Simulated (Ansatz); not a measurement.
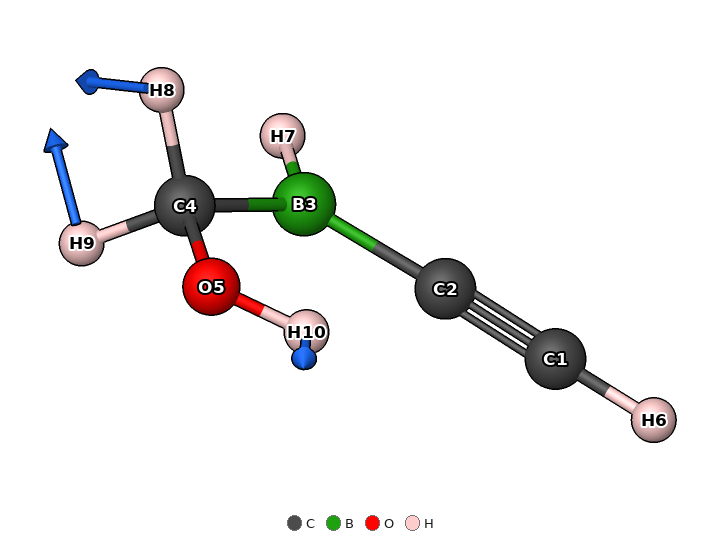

The arrows show one normal mode. Harmonic vibrations computed with RKS PBE0-D4/def2-TZVP (Ansatz 0.2.0) at a stationary point of the same level.

**What kind of motion is it?**

Mostly angle bending.

**Estimate its harmonic wavenumber.**

1440 cm⁻¹; it is mode 18 of 24 counted from the lowest.
